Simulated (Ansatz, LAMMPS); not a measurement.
## Zn in place of Al at several sites of glassy 55SiO2-24Al2O3-11BaO-11CaO (mol %) (124 atoms)

At which site of glassy 55SiO2-24Al2O3-11BaO-11CaO (mol %) (124 atoms) does Zn in place of Al cost least, and what about the site decides it?

Program: Ansatz 0.2.0. Level of theory: Kohn-Sham DFT, PBE, PAW (set soft_2), plane waves. Results are calculated unless marked as measured.

**1. Starting point**

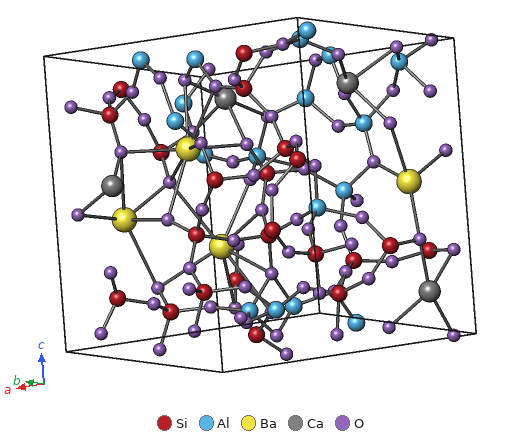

Start, viewed from a free direction; silicon red, aluminium blue, barium yellow, calcium grey, oxygen purple. Bonds to atoms that aren't drawn are left out. Some periodic images of atoms are drawn too.

The cell holds 124 atoms: 21 Si, 18 Al, 4 Ba, 4 Ca and 77 O. Cell: a = 11.836 Å, b = 11.836 Å, c = 11.836 Å, α = 90.0°, β = 90.0°, γ = 90.0°. 124 atoms (21 Si, 18 Al, 4 Ba, 4 Ca, 77 O) placed at random at 2.93 g/cm³, melted at 4000 K for 10 ps at fixed volume with the Morse and Coulomb pair potential with partial charges (Pedone, Malavasi, Menziani, Cormack and Segre, J. Phys. Chem. B 110, 11780 (2006)). Quenched from 4000 K to 300 K at 60 K/ps and fixed volume, held 10 ps at zero pressure.

Limits known from the start: The quench rate of 60 K/ps is orders of magnitude faster than experiment, which tends to freeze in extra defects. The starting topology of bonds comes from the classical model, and needn't be the one that DFT or experiment would give. Only the Γ point is sampled, in a cell whose shortest periodic width is 12 Å. No spin–orbit coupling is included, so levels derived from the heavy atoms are approximate.

**2. Single point at the start**

The forces at the start show how far the geometry lies from a minimum of this functional.

input.yaml reads:

```yaml
crystal:
  lattice:
    - [11.83624, 0.0, 0.0]
    - [0.0, 11.83624, 0.0]
    - [0.0, 0.0, 11.83624]
  atoms:
    - { symbol: Si, position: [0.04228, 0.44078, 0.27276] }
    - { symbol: Si, position: [0.25249, 0.72292, 0.60943] }
    - { symbol: Si, position: [0.09042, 0.91774, 0.53725] }
    - { symbol: Si, position: [0.38495, 0.74308, 0.82865] }
    - { symbol: Si, position: [0.16009, 0.99951, 0.30218] }
    - { symbol: Si, position: [0.14706, 0.75379, 0.23652] }
    - { symbol: Si, position: [0.94721, 0.60362, 0.90844] }
    - { symbol: Si, position: [0.84396, 0.56302, 0.14518] }
    - { symbol: Si, position: [0.91786, 0.42508, 0.70366] }
    - { symbol: Si, position: [0.55971, 0.34756, 0.59178] }
    - { symbol: Si, position: [0.53987, 0.84228, 0.15213] }
    - { symbol: Si, position: [0.86041, 0.83251, 0.79468] }
    - { symbol: Si, position: [0.89659, 0.81214, 0.18079] }
    - { symbol: Si, position: [0.89662, 0.04151, 0.29469] }
    - { symbol: Si, position: [0.44501, 0.87432, 0.51798] }
    - { symbol: Si, position: [0.25732, 0.43956, 0.13896] }
    - { symbol: Si, position: [0.32671, 0.21369, 0.27581] }
    - { symbol: Si, position: [0.48665, 0.48376, 0.36336] }
    - { symbol: Si, position: [0.76378, 0.15379, 0.08584] }
    - { symbol: Si, position: [0.61574, 0.73741, 0.36407] }
    - { symbol: Si, position: [0.25114, 0.94518, 0.91601] }
    - { symbol: Al, position: [0.37359, 0.6611, 0.08415] }
    - { symbol: Al, position: [0.16845, 0.71381, 0.96892] }
    - { symbol: Al, position: [0.70332, 0.16236, 0.68054] }
    - { symbol: Al, position: [0.66532, 0.92952, 0.94793] }
    - { symbol: Al, position: [0.97469, 0.05338, 0.72949] }
    - { symbol: Al, position: [0.23711, 0.57057, 0.41775] }
    - { symbol: Al, position: [0.12045, 0.16416, 0.92455] }
    - { symbol: Al, position: [0.51941, 0.12629, 0.85565] }
    - { symbol: Al, position: [0.52294, 0.97227, 0.72054] }
    - { symbol: Al, position: [0.38372, 0.1472, 0.52418] }
    - { symbol: Al, position: [0.32743, 0.26432, 0.9662] }
    [... 86 atom lines left out ...]
    - { symbol: O, position: [0.4171, 0.77826, 0.15952] }
    - { symbol: O, position: [0.84493, 0.33113, 0.76906] }
    - { symbol: O, position: [0.55208, 0.40912, 0.46226] }
    - { symbol: O, position: [0.0381, 0.31099, 0.95348] }
    - { symbol: O, position: [0.94289, 0.86, 0.06402] }
    - { symbol: O, position: [0.86241, 0.47653, 0.59253] }
kpoints:
  mp_grid: { grid: [1, 1, 1] }
hamiltonian:
  xc: pbe
scf:
  occupations: { method: fermi_dirac, width: 0.05 }
output:
  forces: true
```

On the command line:

```
ansatz run input.yaml --threads 4 --pin off --max-ram 8192MiB --backend cpu --events-out ev --progress --plain --runs-dir out
```

Numbers of over 12 decimals in the logs are rounded to 6 here.

Log:

```text
[...]
Pseudopotentials: kind: paw
Pseudopotential: Si, paw, valence charge 4, recommended cutoff 420 eV (normal), Si.paw.azcp
Pseudopotential: Al, paw, valence charge 3, recommended cutoff 420 eV (normal), Al.paw.azcp
Pseudopotential: Ba, paw, valence charge 10, recommended cutoff 420 eV (normal), Ba.paw.azcp
Pseudopotential: Ca, paw, valence charge 10, recommended cutoff 420 eV (normal), Ca.paw.azcp
Pseudopotential: O, paw, valence charge 6, recommended cutoff 420 eV (normal), O.paw.azcp
[... 5 lines on functional and potentials left out ...]
Crystal: 124 atoms, lattice volume = 1658.217 Å³
Basis set: ecut = 420 eV, 32423 PW (Γ), exchange–correlation on 160×160×160 points (8 copies of the dense FFT grid, shifted against one another)
Bands: 464, of which v1, the nominal top of the filled ones, is band 340 counted from 1 (339 counted from 0)
Symmetry: 1 space group operations
Space group: P1 (ITA 1), of the structure as read, at distance tolerance 1.2e-4 Å
k-points: 1
[... 11 lines on functional and potentials left out ...]
Initial density: superposition of atomic densities (neutral atoms: chi_scale 0, normalization atom), corrected by the library's trained network
Initial wavefunctions: pseudopotential atomic-orbital guess
[...]
SCF iter   1: F=—  HF=-97933.863141 eV  |F-HF|=—  |Δ(HF+E_count)|=         —  Δρ=2.23e-3  dr2=1.19e-1  ethr=1.77e-3  ⟨swp⟩=7.0  Hψ=2377  notcnv=0  defer=100
preconditioner: auto → Resta (q_TF=auto, 2.352 Å⁻¹)  ε∞=3.4  [insulator: Δε(μ)=3.350 eV  Ē_g=15.308 eV  σ=0.050 eV  W_gap=1.00  n_scr=364 (ndim 8)  ℏωp=23.5 eV  f_vac=0.103  D(μ)=0.00/eV (n_scr^D=0)  ε∞_Penn≈3.4]
SCF iter   2: F=—  HF=-97933.864900 eV  |F-HF|=—  |Δ(HF+E_count)|=   1.76e-3  Δρ=1.17e-3  dr2=2.98e-2  ethr=1.75e-5  ⟨swp⟩=2.0  Hψ=779  notcnv=0  defer=109
SCF iter   3: F=—  HF=-97933.866682 eV  |F-HF|=—  |Δ(HF+E_count)|=   1.78e-3  Δρ=5.54e-4  dr2=8.81e-3  ethr=4.39e-6  ⟨swp⟩=2.0  Hψ=593  notcnv=0  defer=39
automatic band count: iteration 3 solves 394 bands in place of 464: the levels show a gap, and the empty bands left out lie too high to hold charge; the band table lists the bands solved (type scf.n_extra_bands for more)
SCF iter   4: F=—  HF=-97933.865946 eV  |F-HF|=—  |Δ(HF+E_count)|=   7.36e-4  Δρ=1.92e-4  dr2=7.83e-4  ethr=1.30e-6  ⟨swp⟩=2.0  Hψ=590  notcnv=0  defer=39
SCF iter   5: F=—  HF=-97933.865974 eV  |F-HF|=—  |Δ(HF+E_count)|=   2.83e-5  Δρ=1.23e-4  dr2=2.32e-4  ethr=1.15e-7  ⟨swp⟩=2.0  Hψ=590  notcnv=0  defer=39
SCF iter   6: F=—  HF=-97933.865973 eV  |F-HF|=—  |Δ(HF+E_count)|=   5.92e-7  Δρ=3.45e-5  dr2=2.21e-5  ethr=3.41e-8  ⟨swp⟩=3.0  Hψ=637  notcnv=0  defer=39
SCF iter   7: F=—  HF=-97933.865654 eV  |F-HF|=—  |Δ(HF+E_count)|=   3.19e-4  Δρ=1.55e-5  dr2=3.75e-6  ethr=3.25e-9  ⟨swp⟩=2.0  Hψ=726  notcnv=0  defer=49
SCF iter   8: F=—  HF=-97933.865656 eV  |F-HF|=—  |Δ(HF+E_count)|=   1.90e-6  Δρ=8.36e-6  dr2=1.07e-6  ethr=5.52e-10  ⟨swp⟩=2.0  Hψ=664  notcnv=0  defer=49
SCF iter   9: F=-97933.865656 eV  HF=-97933.865656 eV  |F-HF|=2.89e-8  |Δ(HF+E_count)|=   2.41e-7  Δρ=2.19e-6  dr2=8.22e-8  ethr=1.47e-11  ⟨swp⟩=3.0  Hψ=1364  notcnv=0
SCF 1 converged in 9 iterations: F = -97933.865656 eV  dr2 = 8.22e-8
[...]
SCF converged after 9 iterations
Free energy (F): -97933.865656 eV
Harris-Foulkes:  -97933.865656 eV  (|F-HF|=2.89e-8)
Internal energy: -97933.865656 eV  (E = F + TS)
E sigma→0 (E₀):  -97933.865656 eV
Fermi energy:    6.587862 eV
--- Per-component energies (eV) ---
[...]
Σ components = -97933.865656   (vs F -97933.865656, Δ=0.00e0)
--- Forces (eV/Å), atoms counted from 1 ---
  atom   1  Si     0.35550805    -1.11911331     0.54379394
  atom   2  Si     0.35067970     2.21247727    -2.85794090
  atom   3  Si     0.99343525    -1.37450197     0.99311172
  atom   4  Si    -1.31140902     0.75127733     2.12956724
[...]
atom 124  O     -0.65922423     0.74897772    -1.34613365
  max |Σ_I F_I| component: 1.18e-4 eV/Å
```

Elapsed: 17 s, on 4 threads of Arm Neoverse V2, shared host; peak memory 2.3 GiB; 64 s of CPU time.

In the SCF lines HF is the Harris–Foulkes energy and dr2 the Hartree energy of the density residual, in eV; the loop may stop once dr2 is under the threshold and the program's other checks hold. Hψ counts applications of the Hamiltonian.

The r.m.s. force at the start is 1.2 eV/Å.

**3. Relaxation**

The atoms are relaxed in the fixed cell, aiming at the force tolerance of the input.

input.yaml reads:

```yaml
crystal:
  lattice:
    - [11.83624, 0.0, 0.0]
    - [0.0, 11.83624, 0.0]
    - [0.0, 0.0, 11.83624]
  atoms:
    [... the 124 atom lines of step 2 ...]
kpoints:
  mp_grid: { grid: [1, 1, 1] }
hamiltonian:
  xc: pbe
scf:
  occupations: { method: fermi_dirac, width: 0.05 }
output:
  forces: true
relax:
  f_tol: 0.05
  max_steps: 120
```

Log:

```text
[...]
Crystal: 124 atoms, lattice volume = 1658.217 Å³
Basis set: ecut = 420 eV, 32423 PW (Γ), exchange–correlation on 160×160×160 points (8 copies of the dense FFT grid, shifted against one another)
Bands: 464, of which v1, the nominal top of the filled ones, is band 340 counted from 1 (339 counted from 0)
Symmetry: 1 space group operations
[...]
k-points: 1
[...]
SCF iter   1: F=—  HF=-97933.863142 eV  |F-HF|=—  |Δ(HF+E_count)|=         —  Δρ=2.23e-3  dr2=1.19e-1  ethr=1.77e-3  ⟨swp⟩=7.0  Hψ=2377  notcnv=0  defer=100
[...]
SCF iter   6: F=-97933.865649 eV  HF=-97933.865646 eV  |F-HF|=3.56e-6  |Δ(HF+E_count)|=   5.87e-6  Δρ=3.45e-5  dr2=2.21e-5  ethr=9.19e-9  ⟨swp⟩=2.0  Hψ=1439  notcnv=0
SCF 1 converged in 6 iterations: F = -97933.865649 eV  dr2 = 2.21e-5
[...]
relax step   1: F+E_penalty+E_count = -97933.86564918 eV  Δ(F+E_penalty+E_count) = +0.000e0 eV  max|allowed force component| = 3.893e0 eV/Å  Δτ_max = 0.0000 Å  (6 SCF iters, dr2 threshold 6.25e-5 eV, accepted)
[...]
relax step   2: F+E_penalty+E_count = -97939.24664503 eV  Δ(F+E_penalty+E_count) = -5.381e0 eV  max|allowed force component| = 2.683e0 eV/Å  Δτ_max = 0.1949 Å  (6 SCF iters, dr2 threshold 1.00e-4 eV, accepted)
[...]
relax step   3: F+E_penalty+E_count = -97942.76349268 eV  Δ(F+E_penalty+E_count) = -3.517e0 eV  max|allowed force component| = 1.000e0 eV/Å  Δτ_max = 0.1914 Å  (7 SCF iters, dr2 threshold 1.00e-4 eV, accepted)
relax step   4: F+E_penalty+E_count = -97943.38912835 eV  Δ(F+E_penalty+E_count) = -6.256e-1 eV  max|allowed force component| = 5.894e-1 eV/Å  Δτ_max = 0.1942 Å  (6 SCF iters, dr2 threshold 1.00e-4 eV, accepted)
relax step   5: F+E_penalty+E_count = -97944.00867536 eV  Δ(F+E_penalty+E_count) = -6.195e-1 eV  max|allowed force component| = 5.544e-1 eV/Å  Δτ_max = 0.2000 Å  (7 SCF iters, dr2 threshold 4.83e-5 eV, accepted)
relax step   6: F+E_penalty+E_count = -97944.21559623 eV  Δ(F+E_penalty+E_count) = -2.069e-1 eV  max|allowed force component| = 5.007e-1 eV/Å  Δτ_max = 0.2000 Å  (6 SCF iters, dr2 threshold 1.00e-4 eV, accepted)
relax step   7: F+E_penalty+E_count = -97944.30140910 eV  Δ(F+E_penalty+E_count) = -8.581e-2 eV  max|allowed force component| = 2.141e-1 eV/Å  Δτ_max = 0.1126 Å  (6 SCF iters, dr2 threshold 1.00e-4 eV, accepted)
relax step   8: F+E_penalty+E_count = -97944.34543739 eV  Δ(F+E_penalty+E_count) = -4.403e-2 eV  max|allowed force component| = 1.956e-1 eV/Å  Δτ_max = 0.0541 Å  (6 SCF iters, dr2 threshold 8.38e-6 eV, accepted)
relax step   9: F+E_penalty+E_count = -97944.40249318 eV  Δ(F+E_penalty+E_count) = -5.706e-2 eV  max|allowed force component| = 1.846e-1 eV/Å  Δτ_max = 0.0515 Å  (7 SCF iters, dr2 threshold 6.99e-6 eV, accepted)
relax step  10: F+E_penalty+E_count = -97944.45925726 eV  Δ(F+E_penalty+E_count) = -5.676e-2 eV  max|allowed force component| = 3.126e-1 eV/Å  Δτ_max = 0.1590 Å  (7 SCF iters, dr2 threshold 2.84e-5 eV, accepted)
relax step  11: F+E_penalty+E_count = -97944.48793240 eV  Δ(F+E_penalty+E_count) = -2.868e-2 eV  max|allowed force component| = 2.007e-1 eV/Å  Δτ_max = 0.0362 Å  (5 SCF iters, dr2 threshold 8.71e-5 eV, accepted)
relax step  12: F+E_penalty+E_count = -97944.54133963 eV  Δ(F+E_penalty+E_count) = -5.341e-2 eV  max|allowed force component| = 3.317e-1 eV/Å  Δτ_max = 0.2000 Å  (7 SCF iters, dr2 threshold 1.66e-5 eV, accepted)
relax step  13: F+E_penalty+E_count = -97944.56844654 eV  Δ(F+E_penalty+E_count) = -2.711e-2 eV  max|allowed force component| = 1.866e-1 eV/Å  Δτ_max = 0.0345 Å  (5 SCF iters, dr2 threshold 4.54e-5 eV, accepted)
relax step  14: F+E_penalty+E_count = -97944.57835602 eV  Δ(F+E_penalty+E_count) = -9.909e-3 eV  max|allowed force component| = 8.470e-2 eV/Å  Δτ_max = 0.0300 Å  (6 SCF iters, dr2 threshold 1.10e-5 eV, accepted)
relax step  15: F+E_penalty+E_count = -97944.54260613 eV  Δ(F+E_penalty+E_count) = +3.575e-2 eV  max|allowed force component| = 2.633e-1 eV/Å  Δτ_max = 0.1643 Å  (10 SCF iters, rejected (line search))
relax step  16: F+E_penalty+E_count = -97944.59785473 eV  Δ(F+E_penalty+E_count) = -1.950e-2 eV  max|allowed force component| = 9.883e-2 eV/Å  Δτ_max = 0.0812 Å  (9 SCF iters, accepted)
relax step  17: F+E_penalty+E_count = -97944.60084307 eV  Δ(F+E_penalty+E_count) = -2.988e-3 eV  max|allowed force component| = 1.294e-1 eV/Å  Δτ_max = 0.0394 Å  (9 SCF iters, accepted)
relax step  18: F+E_penalty+E_count = -97944.55068094 eV  Δ(F+E_penalty+E_count) = +5.016e-2 eV  max|allowed force component| = 2.212e-1 eV/Å  Δτ_max = 0.1417 Å  (7 SCF iters, dr2 threshold 1.67e-5 eV, rejected (line search))
relax step  19: F+E_penalty+E_count = -97944.61000201 eV  Δ(F+E_penalty+E_count) = -9.159e-3 eV  max|allowed force component| = 6.935e-2 eV/Å  Δτ_max = 0.0396 Å  (9 SCF iters, accepted)
[...]
relax step  20: F+E_penalty+E_count = -97944.61095160 eV  Δ(F+E_penalty+E_count) = -9.496e-4 eV  max|allowed force component| = 4.295e-2 eV/Å  Δτ_max = 0.0094 Å  (7 SCF iters, accepted)
SCF converged after 7 iterations
Free energy (F): -97944.610952 eV
[...]
Internal energy: -97944.610952 eV  (E = F + TS)
E sigma→0 (E₀):  -97944.610952 eV
Fermi energy:    6.410793 eV
[...]
--- Forces (eV/Å), atoms counted from 1 ---
  atom   1  Si    -0.00655605    -0.00422819     0.00629936
  atom   2  Si     0.00139987    -0.01797170     0.01345514
  atom   3  Si     0.00406169     0.00918021    -0.01744191
  atom   4  Si     0.00764009     0.00047791     0.00421790
  atom   5  Si    -0.00125177     0.00380846    -0.03077154
  atom   6  Si     0.01211125    -0.00952213    -0.00488033
  atom   7  Si     0.01190589    -0.00075904     0.01575911
  atom   8  Si     0.01738793     0.00030483     0.01120401
  atom   9  Si     0.00630618    -0.02268731    -0.00834862
  atom  10  Si    -0.00044755     0.01058833     0.00467656
  atom  11  Si    -0.00494667     0.00328372    -0.00760321
  atom  12  Si     0.00766080     0.00591351     0.00521921
  atom  13  Si    -0.00643972     0.00230929    -0.01076646
  atom  14  Si     0.00311064    -0.00340037    -0.00433978
[...]
atom 123  O      0.01247316     0.02462936    -0.02513032
  atom 124  O     -0.00205121    -0.00491898     0.00491739
  max |Σ_I F_I| component: 1.54e-4 eV/Å
--- Relaxed structure (20 steps of the walk, 18 accepted, 0 SCFs on fresh bases) ---
  F+E_penalty+E_count = -97944.61095160 eV   max|allowed force component| = 4.295e-2 eV/Å
  atoms:
    - { symbol: Si, position: [0.038991, 0.438546, 0.276908] }
    - { symbol: Si, position: [0.232881, 0.714966, 0.610573] }
    - { symbol: Si, position: [0.072985, 0.914303, 0.544350592686] }
    - { symbol: Si, position: [0.357264, 0.737098, 0.832433] }
[...]
- { symbol: O, position: [0.855352, 0.508059, 0.613033] }
```

Elapsed: 4.5 min, on 4 threads; peak memory 2.4 GiB.

The relaxation converged after 20 steps, 10.7 eV below its start, with a largest force component of 0.043 eV/Å.

(Continued in part 2 of 3.)

[Logs are printed without paths, hosts, clocks, repeated set-up lines and the standing remarks that a program may print on its own settings, such as how far it seeks lower states.]

[Hosts, paths, dates, database ids (printed as entryN), source tags and the programs' standing remarks are cut or masked in the printed files.]
